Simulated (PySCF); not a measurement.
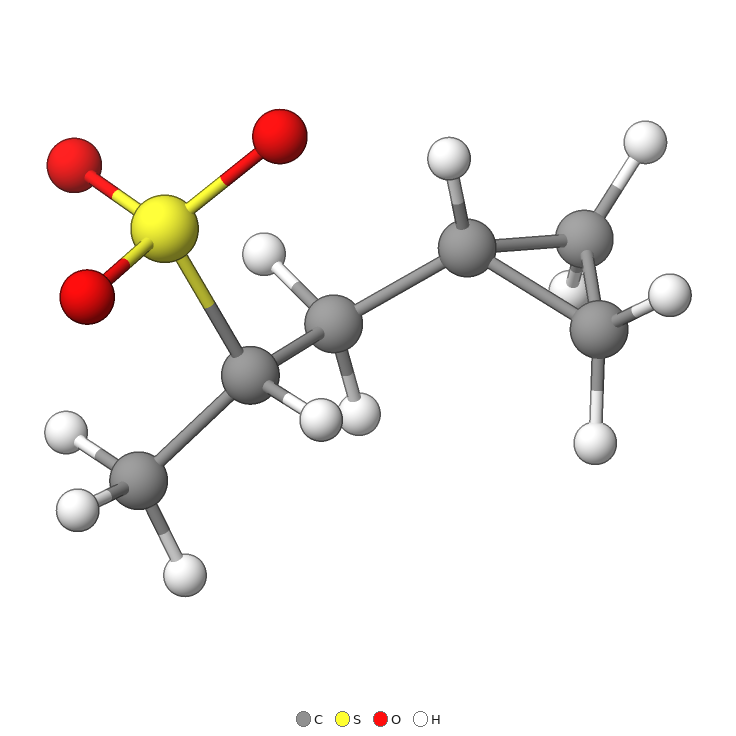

A ball-and-stick model of a molecule.

Charge −1, singlet. Computed geometry: PBE0-D3(BJ)/def2-SVP optimisation. No frequency run is at hand to confirm it as a minimum.

Which formula does it have?

Answer. C₆H₁₁O₃S⁻, 21 atoms: 6 carbon, 11 hydrogen, 3 oxygen and 1 sulfur.

Count the bonded pairs by element.

Answer. 11 C–H, 6 C–C, 3 O–S, 1 C–S.

Give the symmetry (Schoenflies symbol).

Answer. C1.

The parts below concern this one geometry. Atoms keep their numbers from picture to picture.

NMR shielding

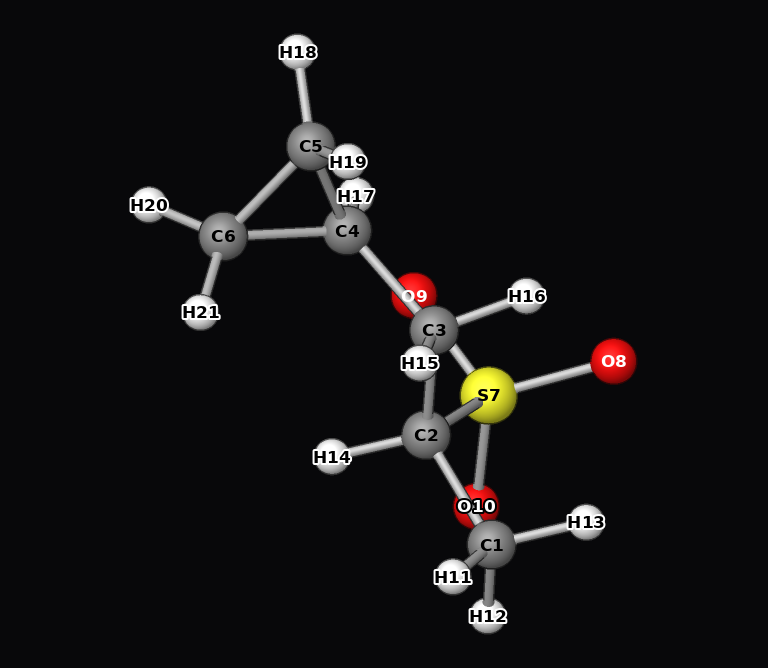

The questions are on isotropic NMR shieldings of the H atoms. No frequency run is at hand to confirm it as a minimum. Properties computed with GIAO PBE0/pcSseg-1 NMR shielding, non-relativistic, IEF-PCM chloroform (PySCF 2.14.0).

Which H atom is the most shielded (lowest chemical shift)?

Answer. H21 (31.49 ppm).

Which H atom is the least shielded (highest chemical shift)?

Answer. H17 (28.81 ppm).

How wide is the range of H shifts?

Answer. 2.68 ppm.

List the isotropic NMR shieldings of the H atoms.

| atom | σ (ppm) |
| --- | --- |
| H11 | 30.67 |
| H12 | 29.55 |
| H13 | 30.22 |
| H14 | 29.11 |
| H15 | 31.28 |
| H16 | 29.02 |
| H17 | 28.81 |
| H18 | 30.88 |
| H19 | 31.41 |
| H20 | 30.93 |
| H21 | 31.49 |

Charges

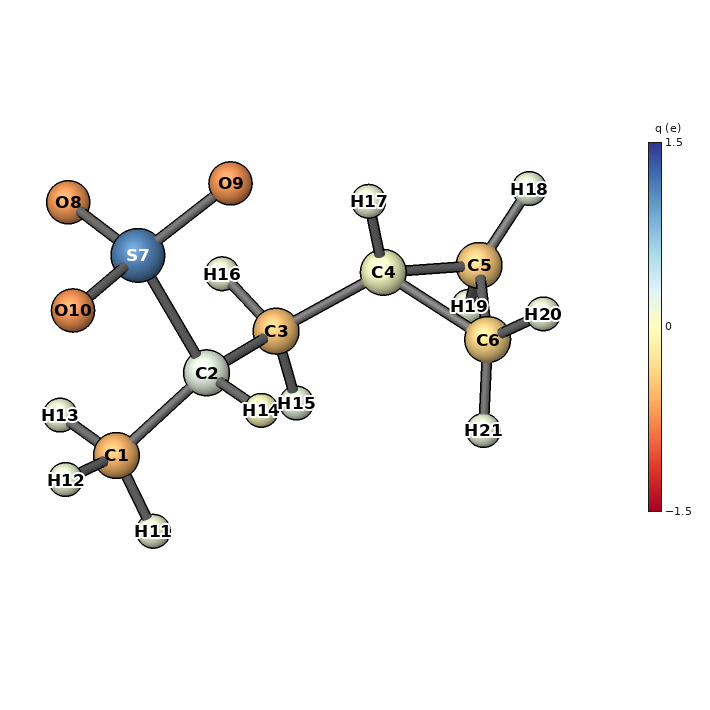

Atoms are coloured by their ESP-fitted charges. No frequency run is at hand to confirm it as a minimum. Properties computed with PBE0/pcSseg-1 in chloroform (IEF-PCM) (PySCF 2.14.0).

Which atom carries the highest charge (most positive or least negative)?

Answer. S7 (1.10 e).

And the lowest?

Answer. O9, O10 (−0.70 e).

Give the ESP-fitted charges atom by atom.

| atom | value (e) |
| --- | --- |
| C1 | −0.53 |
| C2 | 0.21 |
| C3 | −0.47 |
| C4 | 0.04 |
| C5 | −0.40 |
| C6 | −0.34 |
| S7 | 1.10 |
| O8 | −0.68 |
| O9 | −0.70 |
| O10 | −0.70 |
| H11 | 0.13 |
| H12 | 0.14 |
| H13 | 0.13 |
| H14 | 0.02 |
| H15 | 0.19 |
| H16 | 0.12 |
| H17 | 0.14 |
| H18 | 0.16 |
| H19 | 0.15 |
| H20 | 0.14 |
| H21 | 0.15 |

Electronic properties

No frequency run is at hand to confirm it as a minimum. Method: PBE0/pcSseg-1 in chloroform (IEF-PCM) (PySCF 2.14.0).

Give the HOMO energy (Kohn–Sham orbital) at this level.

Answer. −5.88 eV.
